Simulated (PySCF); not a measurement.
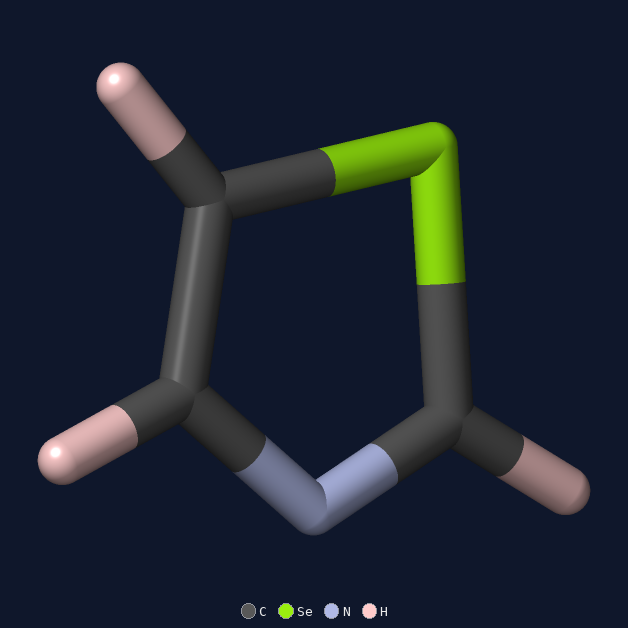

Rendered structure (stick style). Every bond is drawn as one stick, whatever its order.

The computed structure is the end point of a GFN2-xTB optimisation. No frequency run is at hand to confirm it as a minimum.

**What is the molecular formula?**

C₃H₃NSe, 8 atoms: 3 carbon, 3 hydrogen, 1 nitrogen and 1 selenium.

**Write the SMILES.**

c1c[se]cn1

**Describe its rings.**

Independent rings (smallest set): 1 of 5 members, 1 of them aromatic.

**How many atoms are distinct by symmetry?**

8: 1 C, 1 C, 1 Se, 1 C, 1 N, 1 H, 1 H, 1 H.

**What is the point group of this geometry?**

Cs.

More results for the same structure follow; atom numbers are the same in all pictures, views and colours differ.

## Shape

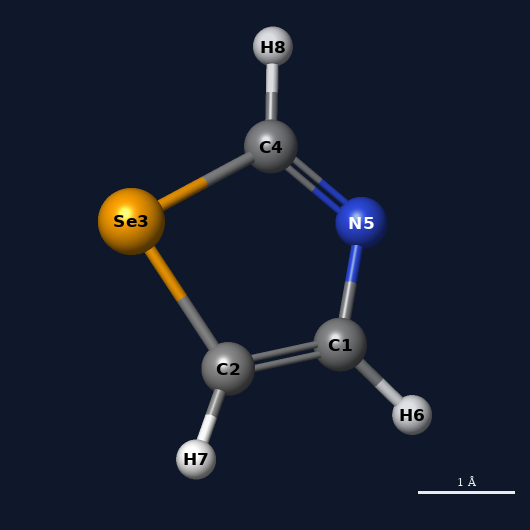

The atoms are numbered. No frequency run is at hand to confirm it as a minimum.

**What is the geometry at C2?**

C2 has 3 neighbours (C1 at 1.36, Se3 at 1.85, H7 at 1.07 Å); the arrangement is trigonal planar.

**How are the neighbours of atom 5 arranged?**

N5 has 2 neighbours (C1 at 1.35, C4 at 1.28 Å); the arrangement is bent.

**Describe the coordination of atom 1.**

C1 has 3 neighbours (C2 at 1.36, N5 at 1.35, H6 at 1.08 Å); the arrangement is trigonal planar.

**What is the geometry at C4?**

C4 has 3 neighbours (Se3 at 1.89, N5 at 1.28, H8 at 1.08 Å); the arrangement is trigonal planar.

**What is the dihedral angle C2–Se3–C4–N5?**

0° in size, that is syn (eclipsed).

## Dipole moment

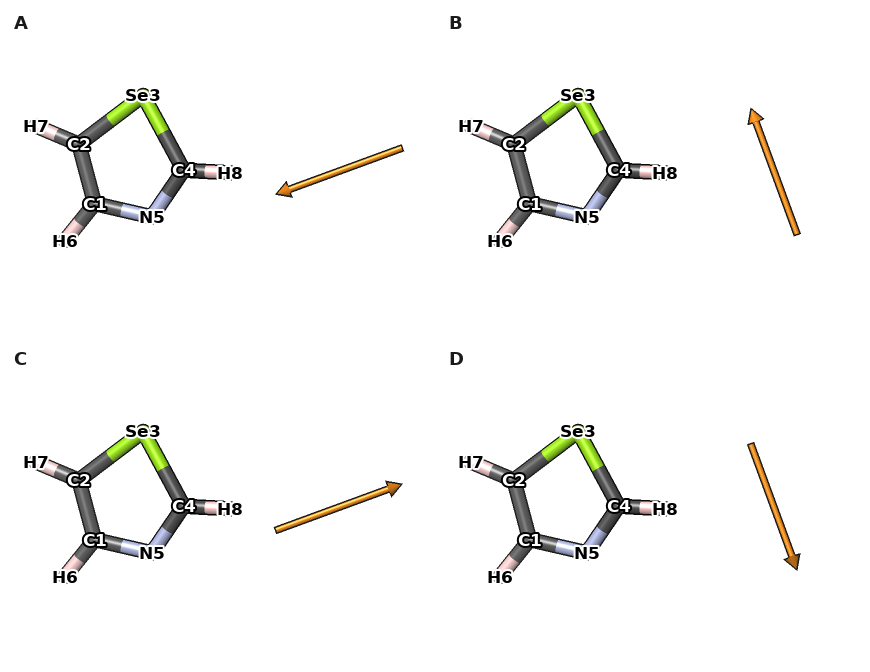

The same molecule four times, each with an arrow. No frequency run is at hand to confirm it as a minimum. Properties computed with CAM-B3LYP/def2-SVPD, gas phase (PySCF 2.14.0).

**Which arrow points along the dipole moment, from the negative to the positive end?**

B. The dipole moment is 1.61 D; it points from the side of N5 to the side of H7 (the outermost atoms at the two ends).

## Core levels

No frequency run is at hand to confirm it as a minimum. Method: delta-SCF UKS SCAN, pcX-2 on the ionised atom, pcseg-1 elsewhere, spin-free X2C (PySCF 2.14.0).

Give the core-electron binding energies (to vacuum) of C1 1s, C2 1s, C4 1s, N5 1s.

| atom | level | binding energy (eV) |
| --- | --- | --- |
| C1 | 1s | 291.2 |
| C2 | 1s | 290.9 |
| C4 | 1s | 291.6 |
| N5 | 1s | 404.9 |

## Excitation

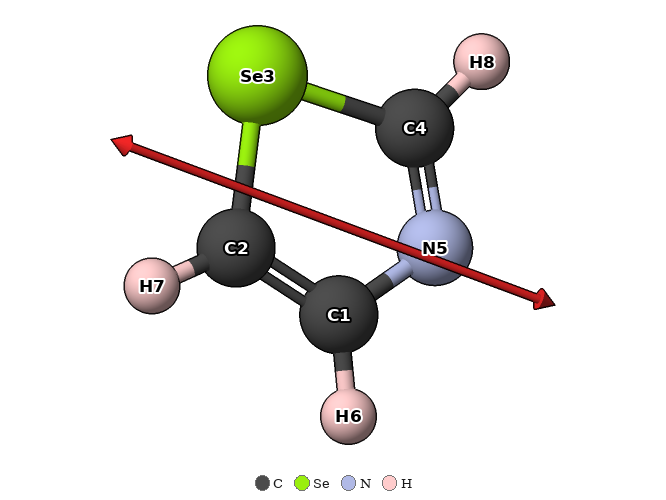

The double arrow shows the direction of the transition dipole to excited singlet state 6 (its length means nothing). No frequency run is at hand to confirm it as a minimum. Properties computed with TDDFT CAM-B3LYP/def2-SVPD, vertical, gas phase, core orbitals frozen in the response (PySCF 2.14.0).

**How is the transition polarised?**

In the molecular plane, nearly parallel to the Se3–C4 bond.

**Where does the transition lie, and how strong is it?**

6.80 eV (182 nm), oscillator strength 0.077, mainly HOMO−1 → LUMO+1 (weight 0.76); transition dipole 1.72 D.

The geometry is semi-empirical. Around Se such bond lengths and angles can be off by a tenth of an ångström or more and by several degrees, and values that hang on the shape move with them.
